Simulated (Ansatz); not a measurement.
One crystal and one scan (generalised stacking-fault energy along a line) at two levels, PBE (plane waves to 420 eV, PAW, scalar-relativistic; Ansatz, a quantum-chemistry and plane-wave program) and r2SCAN (plane waves to 500 eV, PAW, scalar-relativistic; Ansatz), each from its own relaxed cell and on its own mesh. The cell shown is that of PBE.

BaF2 (fluorite) is sheared across one {100} plane: the third cell vector gains the shift, so faults repeat every 9.4 Å. The cut lies between planes 1.56 Å apart; the cell height is held.

```yaml
crystal:
  lattice:
    - [4.41689, 0.00000, 0.00000]
    - [0.00000, 4.41689, 0.00000]
    - [2.20844, 2.20844, 9.36963]
  atoms:
    - { symbol: Ba, position: [0.00000, 0.00000, 0.91667] }
    - { symbol: Ba, position: [0.33333, 0.33333, 0.25000] }
    - { symbol: Ba, position: [0.66667, 0.66667, 0.58333] }
    - { symbol: F, position: [0.91667, 0.41667, 0.08333] }
    - { symbol: F, position: [0.25000, 0.75000, 0.41667] }
    - { symbol: F, position: [0.58333, 0.08333, 0.75000] }
    - { symbol: F, position: [0.41667, 0.91667, 0.08333] }
    - { symbol: F, position: [0.75000, 0.25000, 0.41667] }
    - { symbol: F, position: [0.08333, 0.58333, 0.75000] }
```

In-plane vectors a = (4.417, 0.000) Å, b = (0.000, 4.417) Å, area 19.51 Å². The shift is s times the vector a (length 4.417 Å), so s = 1 restores the start. Atoms relax along the normal only. γ = [E(shift) − E(0)] / area.

Energies are extrapolated to zero smearing. BaF2 was relaxed with its symmetry unable to fall. Faults lie only 9.3 Å apart, and holding the cell height raises γ above its relaxed value. Faults lie only 9.4 Å apart, and holding the cell height raises γ above its relaxed value. Some relaxations began with atoms very close together and may have settled on another branch. Percentages come from the unrounded values. Both scans cover s from 0.000 to 0.917.

```tsv
quantity	PBE	r2SCAN	PBE − r2SCAN
Lattice constant a (Å)	6.246	6.195	+0.051 (+0.8 %)
Band gap of the relaxed cell, no spin-orbit coupling (eV)	6.73	7.41	-0.68 (-9.2 %)
Highest computed γ on the line (mJ/m²)	888	1011	-123 (-12 %)
Steepest slope dγ/d(shift) before the first maximum (spline) (GPa)	5.8	6.7	-0.9 (-14 %)
```

PBE gives the higher value for: lattice constant a. PBE gives the lower value for: band gap of the relaxed cell, no spin-orbit coupling; highest computed γ on the line; steepest slope dγ/d(shift) before the first maximum. Both give the same position of the highest point: s = 0.500. Neither level is exact: the differences show how much the result hangs on the functional.

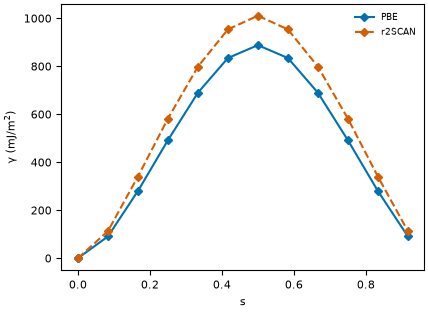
Fig. 1. γ, each from zero shift of its own level.

(The slope of γ gives the shear force per area between the displaced halves; near zero shift its curvature is an elastic stiffness.)
